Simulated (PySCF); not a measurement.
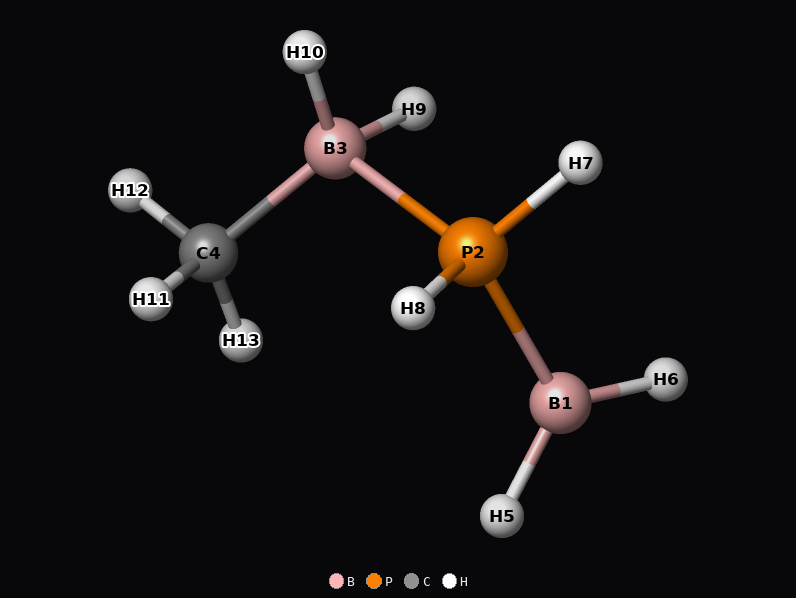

The computed structure is the end point of a PBE0-D3(BJ)/def2-SVP optimisation. No frequency run is at hand to confirm it as a minimum. Method: GIAO PBE0/pcSseg-1 NMR shielding, non-relativistic, gas phase (PySCF 2.14.0), and the same with a continuum solvent (IEF-PCM, Bondi radii x 1.2, gas-phase geometry).

How do dipole (D), HOMO–LUMO gap (eV), σ(H9) (ppm), σ(H10) (ppm), σ(P2) (ppm) change in chloroform (ε = 4.7), acetonitrile (ε = 35.7)?

```
      medium  dipole (D)  HOMO–LUMO gap (eV)  σ(H9) (ppm)  σ(H10) (ppm)  σ(P2) (ppm)
   gas phase        3.93                5.07        29.01         28.82        418.9
  chloroform        4.92                5.43        29.44         29.25        422.2
acetonitrile        5.32                5.54        29.61         29.42        423.2
```
